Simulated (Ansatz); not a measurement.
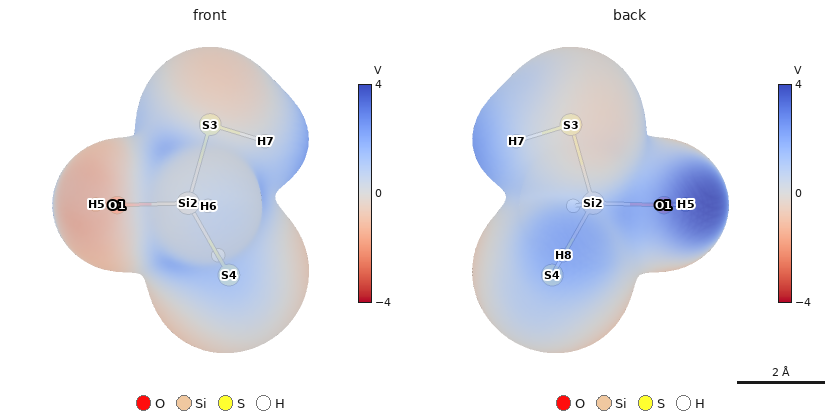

H$_{4}$OS$_{2}$Si (SMILES O[SiH](S)S). The electrostatic potential painted on the density surface at 0.004 e/bohr³, seen from the front and from behind; red is negative and blue positive.

Geometry: PBE0-D4/def2-TZVP.

All numbers below come from Ansatz, RKS PBE0-D4/def2-TZVPP.

```
atom    x (Å)    y (Å)    z (Å)
   O  -0.8089   1.4568  -0.7514
  Si   0.0708   0.5212   0.2616
   S   1.6173  -0.3613  -0.9174
   S  -1.0033  -1.0021   1.2983
   H  -1.2275   1.0387  -1.5060
   H   0.5509   1.4369   1.3137
   H   1.9105  -1.3027  -0.0057
   H  -1.0174  -1.8447   0.2512
```

Question: Describe the electrostatic potential map.

Answer: The most negative region (about −1.2 V, or −28 kcal/mol for a unit charge) lies over O1, the most positive (about +3.7 V, or +85 kcal/mol for a unit charge) over H5. O1 is the likeliest acceptor of a hydrogen bond.
